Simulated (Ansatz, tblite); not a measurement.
# Si31H36 off sphere (Si₃₁H₃₆): spin states and exact exchange

Aim: set other spin states of Si31H36 off sphere (Si₃₁H₃₆) against its singlet, on many levels of theory.

Method: as each input shows; program: Ansatz 0.2.0, Gaussian basis.

Plan: triplet, at the geometry of the singlet (GFN1-xTB, GFN2-xTB, PBE0-D4/def2-SVP, PBE-D4/def2-SVP); the singlet's energies come from earlier runs.

### Step 1. The geometry

The singlet was relaxed beforehand with PBE-D4/def2-SVP.

67 atoms, charge 0, spin multiplicity 1.

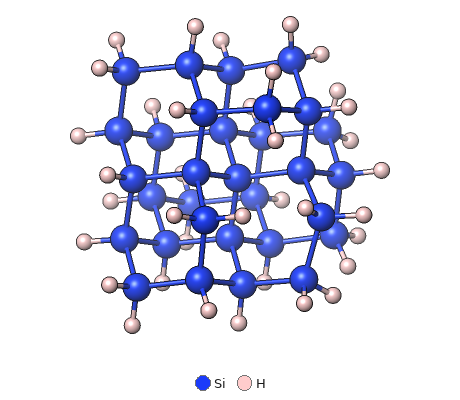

The structure; silicon blue, hydrogen pink.

### Step 2. Triplet at the fixed geometry, GFN1-xTB

Tight binding, by tblite at 300 K electronic temperature and without a spin-polarisation term:

```python
tblite.interface.Calculator('GFN1-xTB', numbers, positions, charge=0, uhf=2).singlepoint()
```

Energy -2078.0509 eV; 1.5 s.

### Step 3. Triplet at the fixed geometry, GFN2-xTB

Tight binding, by tblite at 300 K electronic temperature and without a spin-polarisation term:

```python
tblite.interface.Calculator('GFN2-xTB', numbers, positions, charge=0, uhf=2).singlepoint()
```

Energy -1940.7652 eV; 2.7 s.

### Step 4. Triplet at the fixed geometry, PBE0-D4/def2-SVP

in.yaml reads:

```yaml
crystal:
  periodic: [false, false, false]
  atoms:
    - {symbol: Si, position_ang: [-4.173710, -1.364099, 1.750722]}
    - {symbol: Si, position_ang: [-4.223928, 1.578273, -1.335005]}
    - {symbol: Si, position_ang: [-1.448906, -3.934158, 1.586455]}
    - {symbol: Si, position_ang: [1.230622, -3.940868, -1.147738]}
    - {symbol: Si, position_ang: [-1.425168, 1.497851, -3.875839]}
    - {symbol: Si, position_ang: [1.240927, -1.206459, -3.846399]}
    - {symbol: Si, position_ang: [-1.475992, -1.189116, -1.112225]}
    - {symbol: Si, position_ang: [-1.532140, 1.519870, 1.536944]}
    - {symbol: Si, position_ang: [1.247516, -1.203380, 1.566893]}
    - {symbol: Si, position_ang: [1.241370, 1.525334, -1.106966]}
    - {symbol: Si, position_ang: [-1.388433, -1.137236, 4.303362]}
    - {symbol: Si, position_ang: [-1.571755, 4.222810, -1.230127]}
    - {symbol: Si, position_ang: [1.420456, 4.155108, 1.827630]}
    - {symbol: Si, position_ang: [3.969430, -1.222035, -1.167889]}
    - {symbol: Si, position_ang: [4.038840, 1.441534, 1.559211]}
    - {symbol: Si, position_ang: [-2.819509, -2.566112, 0.243827]}
    - {symbol: Si, position_ang: [-2.803209, 0.135956, -2.532615]}
    - {symbol: Si, position_ang: [-2.825826, 0.150961, 2.949237]}
    - {symbol: Si, position_ang: [-2.896426, 2.840202, 0.145014]}
    - {symbol: Si, position_ang: [-0.126207, -2.551213, -2.476956]}
    - {symbol: Si, position_ang: [-0.094943, -5.307983, 0.236424]}
    - {symbol: Si, position_ang: [-0.098131, -2.558318, 2.937682]}
    - {symbol: Si, position_ang: [2.589112, -2.561666, 0.189433]}
    - {symbol: Si, position_ang: [-0.074555, 0.147551, -5.248750]}
    - {symbol: Si, position_ang: [-0.106338, 2.872369, -2.485925]}
    - {symbol: Si, position_ang: [2.584826, 0.159285, -2.476366]}
    - {symbol: Si, position_ang: [-0.117944, 0.169436, 0.237788]}
    - {symbol: Si, position_ang: [-0.337775, 3.011897, 2.913339]}
    - {symbol: Si, position_ang: [2.740565, 0.018982, 2.911913]}
    - {symbol: Si, position_ang: [2.617976, 2.827120, 0.290164]}
    - {symbol: Si, position_ang: [5.382305, 0.113940, 0.155269]}
    - {symbol: H, position_ang: [-4.764437, -2.352927, 2.727705]}
    - {symbol: H, position_ang: [-5.312485, -0.658595, 1.061527]}
    - {symbol: H, position_ang: [-4.875241, 2.529100, -2.310258]}
    - {symbol: H, position_ang: [-5.314129, 0.829241, -0.614040]}
    - {symbol: H, position_ang: [-2.337106, -4.783491, 2.468010]}
    - {symbol: H, position_ang: [2.106134, -4.786036, -2.045025]}
    - {symbol: H, position_ang: [-2.313358, 2.384437, -4.720252]}
    - {symbol: H, position_ang: [2.143763, -2.101832, -4.665075]}
    - {symbol: H, position_ang: [-2.213091, -1.952652, 5.269765]}
    - {symbol: H, position_ang: [-0.471797, -0.244984, 5.102874]}
    - {symbol: H, position_ang: [-2.475702, 4.967946, -2.182444]}
    - {symbol: H, position_ang: [-0.814198, 5.239292, -0.415095]}
    - {symbol: H, position_ang: [0.865384, 5.375664, 1.141019]}
    - {symbol: H, position_ang: [2.395842, 4.627633, 2.879670]}
    - {symbol: H, position_ang: [4.777513, -2.111579, -2.085559]}
    - {symbol: H, position_ang: [4.908272, 2.320485, 2.430033]}
    - {symbol: H, position_ang: [-3.672430, -3.438519, -0.649142]}
    - {symbol: H, position_ang: [-3.607687, -0.784781, -3.422231]}
    - {symbol: H, position_ang: [-3.692148, 1.030692, 3.821947]}
    - {symbol: H, position_ang: [-3.774494, 3.698157, 1.027424]}
    - {symbol: H, position_ang: [-1.033368, -3.396591, -3.342647]}
    - {symbol: H, position_ang: [-0.966394, -6.208694, -0.604327]}
    - {symbol: H, position_ang: [0.788750, -6.175742, 1.098688]}
    - {symbol: H, position_ang: [0.804524, -3.420718, 3.790699]}
    - {symbol: H, position_ang: [3.445644, -3.418624, 1.094914]}
    - {symbol: H, position_ang: [-0.942861, -0.702840, -6.143068]}
    - {symbol: H, position_ang: [0.811472, 1.004020, -6.119572]}
    - {symbol: H, position_ang: [0.791310, 3.733328, -3.345478]}
    - {symbol: H, position_ang: [3.437762, 1.056268, -3.345453]}
    - {symbol: H, position_ang: [0.216075, 2.264276, 4.098550]}
    - {symbol: H, position_ang: [-1.320193, 4.031276, 3.438166]}
    - {symbol: H, position_ang: [2.009804, 0.804494, 3.970586]}
    - {symbol: H, position_ang: [3.637771, -0.976504, 3.606835]}
    - {symbol: H, position_ang: [3.468018, 3.729172, -0.575887]}
    - {symbol: H, position_ang: [6.298209, -0.750789, 0.986193]}
    - {symbol: H, position_ang: [6.231841, 0.994594, -0.727546]}
basis:
  gaussian: {orbitals: def2-SVP, fitting: {mean_field: def2-universal-jkfit}}
magnetization: {spin_polarized: true, initial_magnetization: 2}
hamiltonian: {xc: pbe0, dispersion: d4}
scf: {omitted_lower_state_checks: [starts]}
output: {orbitals: {seedname: orbitals}}
```

Started as:

```console
$ ansatz run in.yaml --threads 4 --pin off --events-out ev --progress --plain --max-ram 46080MiB --backend cuda --devices 0, --max-vram 37GiB
```

The program printed:

```text
Functional definition: PBE0
  name "PBE0"
  cite "Adamo & Barone, J. Chem. Phys. 110, 6158 (1999) doi:10.1063/1.478522"
  cite "Perdew, Burke & Ernzerhof, Phys. Rev. Lett. 77, 3865 (1996) doi:10.1103/PhysRevLett.77.3865"
  parent pbe
  parameter a = 0.25
  parameter kappa = 0.804
  parameter beta = 0.06672455060314922
  exchange = (1 - a)*pbe_x(kappa = kappa, mu = beta*pi^2/3) + a*exact_x
  correlation = pbe_c(beta = beta)
these checks for a lower state are left out or cut short: starts
4616 factors; integrals over basis functions are off by at most 3.2e-1 eV
mean field evaluation 1: about -244620.6247 eV, gradient 1.6e1 eV
mean field evaluation 2: about -244620.1740 eV, gradient 1.9e1 eV
mean field evaluation 4: about -244622.6613 eV, gradient 2.3e0 eV
mean field evaluation 8: about -244622.7166 eV, gradient 4.8e-1 eV
mean field evaluation 16: about -244622.7251 eV, gradient 4.8e-2 eV
mean field evaluation 32: about -244622.7278 eV, gradient 1.0e-2 eV
mean field -244622.72841435 eV, -8989.7194579866 hartree, gradient 4.4e-6 eV, S^2 2.004986; 0 other end points of the search recorded, 0 dependent functions left out
reference -244622.72848997 eV, -8989.7194607656 hartree; 236, 234 occupied and 502, 504 virtual orbitals, 4616 factors
Total energy: -244628.15458894 eV, -8989.9188662248 hartree
Checks for a lower state left out: starts
```

Run time: 43 s. Hardware: 1 × H100 (card shared with other runs) with 4 threads of AMD EPYC 7R13, shared host; peak host memory 1.6 GiB.

From the report: HOMO -2.71 eV, LUMO -6.16 eV (over both spins; with the spin held, an empty level of the minority spin lies below the top filled one); ⟨S²⟩ 2.005 (pure: 2.00).

### Step 5. Triplet at the fixed geometry, PBE-D4/def2-SVP

start.molden holds the orbitals of an earlier run on this state, given as this run's starting guess.

Edit in.yaml of step 4 so:

```diff
@@ -71,5 +71,5 @@
 basis:
-  gaussian: {orbitals: def2-SVP, fitting: {mean_field: def2-universal-jkfit}}
+  gaussian: {orbitals: def2-SVP, fitting: {mean_field: def2-universal-jkfit}, initial_orbitals: start.molden}
 magnetization: {spin_polarized: true, initial_magnetization: 2}
-hamiltonian: {xc: pbe0, dispersion: d4}
+hamiltonian: {xc: pbe, dispersion: d4}
 scf: {omitted_lower_state_checks: [starts]}
```

Launched as before.

The program printed:

```text
Functional definition: PBE
  name "PBE"
  cite "Perdew, Burke & Ernzerhof, Phys. Rev. Lett. 77, 3865 (1996) doi:10.1103/PhysRevLett.77.3865"
  parent pbe
  parameter kappa = 0.804
  parameter beta = 0.06672455060314922
  exchange = pbe_x(kappa = kappa, mu = beta*pi^2/3)
  correlation = pbe_c(beta = beta)
these checks for a lower state are left out or cut short: starts
4616 factors; integrals over basis functions are off by at most 3.2e-1 eV
mean field evaluation 1: about -244597.4608 eV, gradient 1.2e1 eV
mean field evaluation 2: about -244598.0698 eV, gradient 6.7e-1 eV
mean field evaluation 4: about -244598.0960 eV, gradient 1.8e-1 eV
mean field evaluation 8: about -244598.1019 eV, gradient 4.8e-3 eV
mean field evaluation 16: about -244598.1019 eV, gradient 8.4e-5 eV
mean field -244598.10190685 eV, -8988.8144505286 hartree, gradient 2.4e-6 eV, S^2 2.001424; 0 other end points of the search recorded, 0 dependent functions left out
reference -244598.10200757 eV, -8988.8144542298 hartree; 236, 234 occupied and 502, 504 virtual orbitals, 4616 factors
Total energy: -244604.00283190 eV, -8989.0313055243 hartree
Checks for a lower state left out: starts
```

It took 17 s on 1 × H100 (card shared with other runs) with 4 threads of AMD EPYC 7R13, shared host; peak host memory 1.6 GiB.

From the report: HOMO -2.44 eV, LUMO -6.11 eV (over both spins; with the spin held, an empty level of the minority spin lies below the top filled one); ⟨S²⟩ 2.001 (pure: 2.00).

### Step 6. Triplet less singlet, vertical

The singlet's energies are those of its earlier runs, whose logs aren't repeated here.

```
           level  triplet less singlet, vertical (kcal/mol)   time
        GFN1-xTB                                      +57.0  2.4 s
        GFN2-xTB                                      +60.9  4.4 s
 PBE-D4/def2-SVP                                      +85.9   22 s
PBE0-D4/def2-SVP                                     +102.0   53 s
```

Times add the two runs; a level without a time comes out of a correlated run. Tight binding without a spin term can't rank spin states.

### Step 7. Results

| quantity | value |
| --- | --- |
| triplet less singlet, vertical, functionals in def2-SVP | +85.9 (PBE-D4) to +102.0 kcal/mol (PBE0-D4) |

What this shows: All functionals put the triplet above the singlet, over a spread of 16.0 kcal/mol. The checks for a lower triplet were left out, so another state of that spin may lie lower. These are electronic energies, without zero-point motion, entropy or surroundings.
